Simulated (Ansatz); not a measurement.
BH2ClF: several calculations on one system

**1. Relaxation**

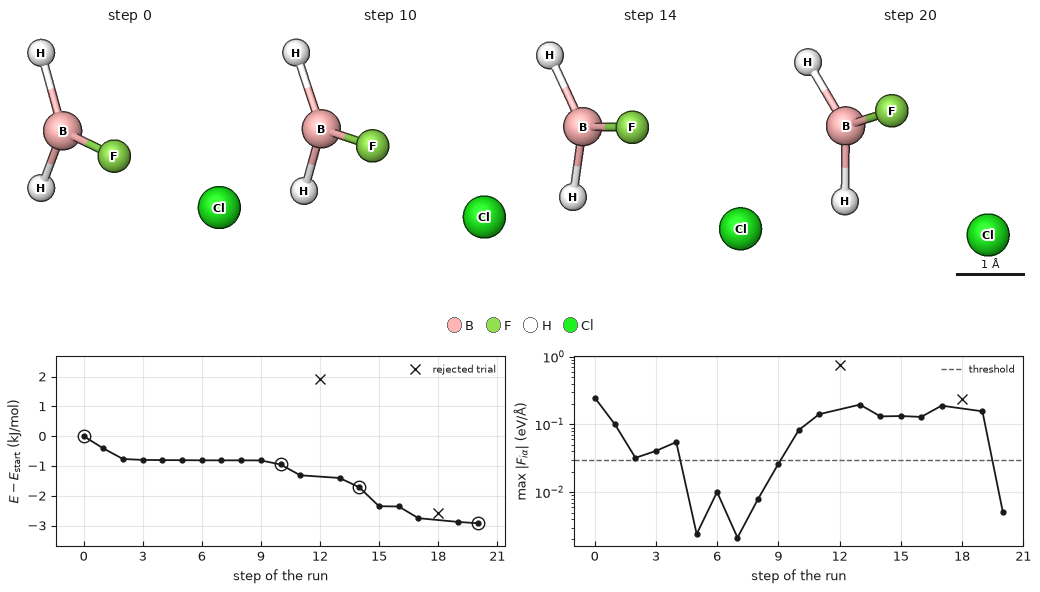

Frames of a relaxation of BH2ClF (multiplicity 2), marked on the history of the run. A ball-and-stick model, seen from a free direction.

The run prepares an end point of a later path (reaction) calculation, from a guessed geometry.

These are results of UKS PBE0-D4/cc-pVDZ in Ansatz, not measurements.

Input file:
```yaml
crystal:
  periodic: [false, false, false]
  atoms:
    - { symbol: B, position_ang: [-1.0e-06, 4.0e-06, -0.102586] }
    - { symbol: F, position_ang: [-5.0e-06, 3.0e-06, 1.2272] }
    - { symbol: H, position_ang: [1.073823, -3.0e-06, -0.652671] }
    - { symbol: H, position_ang: [-1.073822, -3.0e-06, -0.652677] }
    - { symbol: Cl, position_ang: [4.0e-06, -2.0e-06, 3.930734] }
magnetization:
  spin_polarized: true
  initial_magnetization: 1
basis:
  gaussian: { orbitals: cc-pVDZ }
hamiltonian:
  xc: pbe0
  dispersion: d4
relax:
  f_tol: 0.03
  max_steps: 50
```

Run as
```bash
ansatz run input.yaml --threads 2 --pin off --max-ram 3072MiB --backend cpu --events-out ev --progress --plain --runs-dir out
```

Question: Describe the path.

Answer: Over 18 accepted moves (20 points after the start) the energy falls by 2.92 kJ/mol. The largest force component goes from 0.25 to 0.0051 eV/Å. The line search rejected the trial steps at points 12, 18 of the run. The forces were under the threshold at step 5, but the run went on from there. The largest move after the best rigid fit is that of F2, 0.71 Å. Largest moves by element: F 0.71 Å, H 0.61 Å, Cl 0.60 Å, B 0.13 Å. Near-neighbour distances that change, for instance: B1–F2 1.330 → 1.337 Å. The run took 30 s on 2 threads of INTEL(R) XEON(R) PLATINUM 8581C CPU @ 2.10GHz (Emerald Rapids) (shared host), peak memory 0.16 GiB. From step 0 to 10: Cl5 moves most (0.17 Å), energy −0.95 kJ/mol. From step 10 to 14: F2 moves most (0.29 Å), energy −0.77 kJ/mol. From step 14 to 20: Cl5 moves most (0.37 Å), energy −1.20 kJ/mol.

| step | E − E(0), kJ/mol | largest force component, eV/Å | note |
| --- | --- | --- | --- |
| 0 | 0.00 | 0.2498 |  |
| 1 | -0.41 | 0.0998 |  |
| 2 | -0.77 | 0.0321 |  |
| 3 | -0.80 | 0.0406 |  |
| 4 | -0.80 | 0.0548 |  |
| 5 | -0.81 | 0.0024 |  |
| 6 | -0.81 | 0.0100 |  |
| 7 | -0.81 | 0.0021 |  |
| 8 | -0.81 | 0.0079 |  |
| 9 | -0.81 | 0.0261 |  |
| 10 | -0.95 | 0.0823 |  |
| 11 | -1.31 | 0.1416 |  |
| 12 | 1.92 | 0.7672 | rejected |
| 13 | -1.40 | 0.1961 |  |
| 14 | -1.72 | 0.1314 |  |
| 15 | -2.35 | 0.1330 |  |
| 16 | -2.36 | 0.1292 |  |
| 17 | -2.75 | 0.1894 |  |
| 18 | -2.58 | 0.2355 | rejected |
| 19 | -2.88 | 0.1561 |  |
| 20 | -2.92 | 0.0051 |  |

Limits of the set-up: the start holds two separate molecules, 2.7 Å apart at their closest, whose relative position is a soft coordinate.

**2. Relaxation**

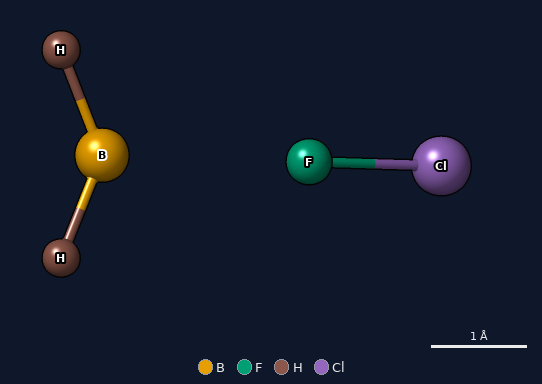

BH₂ClF (multiplicity 2), before the relaxation. A ball-and-stick model, seen at a tilt.

The run prepares an end point of a later path (reaction) calculation, from a guessed geometry.

Method: Ansatz 0.2.0, UKS PBE0-D4/cc-pVDZ.

Input
```yaml
crystal:
  periodic: [false, false, false]
  atoms:
    - { symbol: B, position_ang: [-8.0e-06, 7.8e-05, -0.380705] }
    - { symbol: F, position_ang: [7.1e-05, -0.000305, 2.138391] }
    - { symbol: H, position_ang: [1.097327, 1.8e-05, -0.877543] }
    - { symbol: H, position_ang: [-1.097344, 1.8e-05, -0.877541] }
    - { symbol: Cl, position_ang: [-4.6e-05, 0.00019, 3.747398] }
magnetization:
  spin_polarized: true
  initial_magnetization: 1
basis:
  gaussian: { orbitals: cc-pVDZ }
hamiltonian:
  xc: pbe0
  dispersion: d4
relax:
  f_tol: 0.03
  max_steps: 50
```

Run as
```bash
ansatz run input.yaml --threads 2 --pin off --max-ram 3072MiB --backend cpu --events-out ev --progress --plain --runs-dir out
```

Q: Where does the relaxation end?

A: After 8 geometry steps the energy has fallen by 113.7 kcal/mol. Largest force component: 3.2 eV/Å at the start, 0.024 eV/Å at the end. The atom that moves furthest after the best rigid fit is F2 (0.95 Å). Largest moves by element: F 0.95 Å, Cl 0.35 Å, B 0.24 Å, H 0.18 Å. Among the contacts that change: F2–Cl5 1.609 → 2.904 Å, B1–F2 2.519 → 1.334 Å. New bonds form, among them: B1–F2 (2.52 → 1.33 Å). Bonds break, among them: F2–Cl5 (1.61 → 2.90 Å). Bond angles that change, for instance: H3–B1–H4 131.3° → 125.4°. Cost: 11 s on 2 threads of INTEL(R) XEON(R) PLATINUM 8581C CPU @ 2.10GHz (Emerald Rapids), with other jobs on the host, peak memory 0.16 GiB.

History of the run:

| step | E − E(0), kcal/mol | largest force component, eV/Å |
| --- | --- | --- |
| 0 | 0.00 | 3.2348 |
| 1 | -2.57 | 2.5841 |
| 2 | -14.57 | 3.6690 |
| 3 | -42.76 | 6.4861 |
| 4 | -80.76 | 6.2188 |
| 5 | -110.87 | 1.9257 |
| 6 | -113.16 | 1.3341 |
| 7 | -113.51 | 0.7992 |
| 8 | -113.71 | 0.0244 |

Final geometry:

```xyz
5

B    -0.0001    0.0015   -0.1428
F    -0.0006    0.0038    1.1916
H     1.0729   -0.0014   -0.6966
H    -1.0728   -0.0014   -0.6973
Cl    0.0006   -0.0025    4.0952
```

After the run, drawn alike:

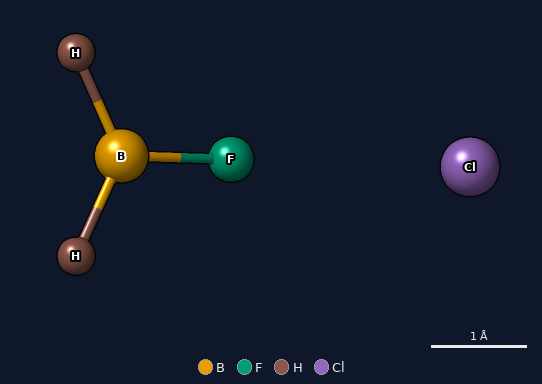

Limits of the set-up: the start holds two separate molecules, 2.5 Å apart at their closest, whose relative position is a soft coordinate.

**3. Path**

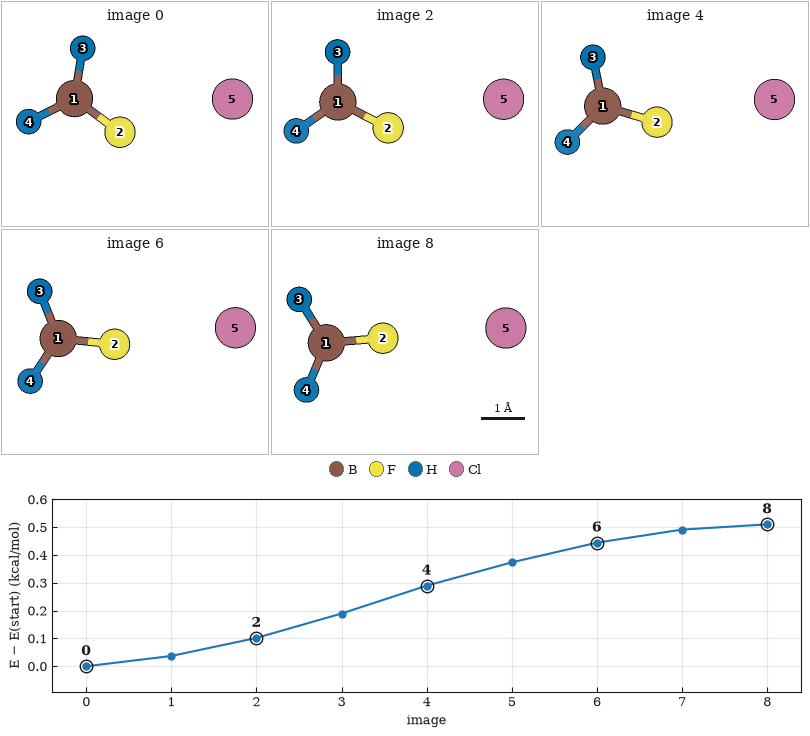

A search for the minimum-energy path of BH2ClF (multiplicity 2), made up at the start of BH₂F and Cl by the nudged elastic band. Images are numbered from 0 (start) to 8 (end). The picture is a ball-and-stick view, seen face on.

Theory: Ansatz 0.2.0, UKS PBE0-D4/cc-pVDZ.

Input file:
```yaml
crystal:
  periodic: [false, false, false]
  atoms:
    - { symbol: B, position_ang: [-0.106465, 0.000419, -0.023785] }
    - { symbol: F, position_ang: [-0.697229, 0.0771, 1.172701] }
    - { symbol: H, position_ang: [1.092402, -0.126868, -0.048554] }
    - { symbol: H, position_ang: [-0.828492, 0.065497, -0.988721] }
    - { symbol: Cl, position_ang: [0.539784, -0.016149, 3.63836] }
magnetization:
  spin_polarized: true
  initial_magnetization: 1
basis:
  gaussian: { orbitals: cc-pVDZ }
hamiltonian:
  xc: pbe0
  dispersion: d4
neb:
  order_check: false
  images: 7
  f_tol: 0.05
  max_iterations: 60
  final_atoms:
    - { symbol: B, position_ang: [-0.01151529, -0.00979312, -0.14271644] }
    - { symbol: F, position_ang: [0.00551248, 0.0094025, 1.19147437] }
    - { symbol: H, position_ang: [1.04813812, -0.13162054, -0.70870136] }
    - { symbol: H, position_ang: [-1.08569109, 0.09232732, -0.68469651] }
    - { symbol: Cl, position_ang: [0.04355578, 0.03968285, 4.09464095] }
  initial_path:
    images:
      - { positions_ang: [[-0.106465, 0.000419, -0.023785], [-0.697229, 0.0771, 1.172701], [1.092402, -0.126868, -0.048554], [-0.828492, 0.065497, -0.988721], [0.539784, -0.016149, 3.63836]] }
      - { positions_ang: [[-0.07454679, -0.00283012, -0.01773735], [-0.52871856, 0.06126274, 1.27191499], [1.08487249, -0.12805084, -0.17728164], [-0.86792361, 0.07074485, -0.89781098], [0.38631647, -0.00112763, 3.57091599]] }
      - { positions_ang: [[-0.04262857, -0.00607925, -0.01168969], [-0.36020813, 0.04542549, 1.37112897], [1.07734298, -0.12923367, -0.30600928], [-0.90735523, 0.07599269, -0.80690097], [0.23284894, 0.01389374, 3.50347197]] }
      - { positions_ang: [[-0.01071036, -0.00932837, -0.00564204], [-0.19169769, 0.02958823, 1.47034296], [1.06981348, -0.13041651, -0.43473692], [-0.94678684, 0.08124054, -0.71599095], [0.07938141, 0.02891511, 3.43602796]] }
      - { positions_ang: [[0.02120786, -0.01257749, 0.00040562], [-0.02318726, 0.01375097, 1.56955694], [1.06228397, -0.13159934, -0.56346456], [-0.98621845, 0.08648839, -0.62508094], [-0.07408612, 0.04393648, 3.36858394]] }
      - { positions_ang: [[0.01302707, -0.0118814, -0.0353749], [-0.01601232, 0.01266385, 1.4750363], [1.05874751, -0.13160464, -0.59977376], [-1.01108661, 0.08794812, -0.63998483], [-0.04467564, 0.04287307, 3.55009819]] }
      - { positions_ang: [[0.00484628, -0.01118531, -0.07115541], [-0.00883739, 0.01157674, 1.38051566], [1.05521104, -0.13160994, -0.63608296], [-1.03595477, 0.08940785, -0.65488873], [-0.01526517, 0.04180966, 3.73161244]] }
      - { positions_ang: [[-0.0033345, -0.01048921, -0.10693593], [-0.00166246, 0.01048962, 1.28599502], [1.05167458, -0.13161524, -0.67239216], [-1.06082293, 0.09086758, -0.66979262], [0.01414531, 0.04074625, 3.91312669]] }
      - { positions_ang: [[-0.01151529, -0.00979312, -0.14271644], [0.00551248, 0.0094025, 1.19147437], [1.04813812, -0.13162054, -0.70870136], [-1.08569109, 0.09232732, -0.68469651], [0.04355578, 0.03968285, 4.09464095]] }
```

Run as
```bash
ansatz run input.yaml --threads 2 --pin off --max-ram 3072MiB --backend cpu --events-out ev --progress --plain --runs-dir out
```

> What happens along the path, and what is the barrier?

No bond forms or breaks between the ends. No barrier shows: the energy is highest at the end, and the end lies 0.51 kcal/mol above the start. The band converged in 16 iterations. The largest component of the band force went from 11 to 0.048 eV/Å.

Limits of the set-up: the start holds two separate molecules, 2.8 Å apart at their closest, whose relative position is a soft coordinate.
